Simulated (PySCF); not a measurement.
# C3H6S (Thietane): the cost of one run

Computed with PySCF 2.14.0, with density-fitted response routines of our own, on a single molecule in the gas phase. Atoms are numbered from 0 throughout.

**1. Starting geometry**

10 atoms, charge 0, multiplicity 1; geometry from: GFN2-xTB. The atoms were then displaced at random by about 0.01 Å, so the start is not that level's minimum.

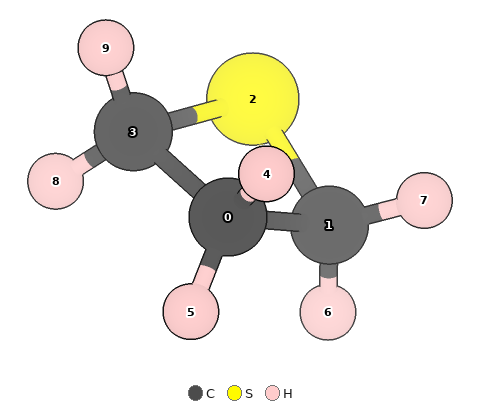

The starting geometry (carbon dark grey, sulfur yellow, hydrogen pink), atoms numbered; sticks join atoms by distance.

**2. Relaxing the molecule at PBE0-D3(BJ)/def2-SVP**

The job: settings as JSON, then the geometry in Å.

```
{"job": {"xc": "PBE0", "basis": "def2-SVP", "d3": "d3bj", "grid": 1, "shake": 0.01, "kind": "geom"}, "charge": 0, "multiplicity": 1}
C      0.032390     0.685670    -0.158250
C     -1.134570    -0.232310     0.231630
S      0.010760    -1.571040     0.693080
C      1.154760    -0.338580    -0.117000
H      0.162200     1.484710     0.571750
H     -0.118360     1.186250    -1.140050
H     -1.749620    -0.546370    -0.594770
H     -1.731450     0.103410     1.061870
H      1.436550    -0.699530    -1.069570
H      1.987780    -0.093140     0.500240
```

Run with:

```sh
$ OMP_NUM_THREADS=1 python probes_run.py task.json out
```

This one command runs all jobs of the session in turn.

Q: Estimate the wall time and peak memory of this first job on 1 thread of Arm Neoverse V2, shared host.

About 19 s, with a peak of 0.39 GiB.
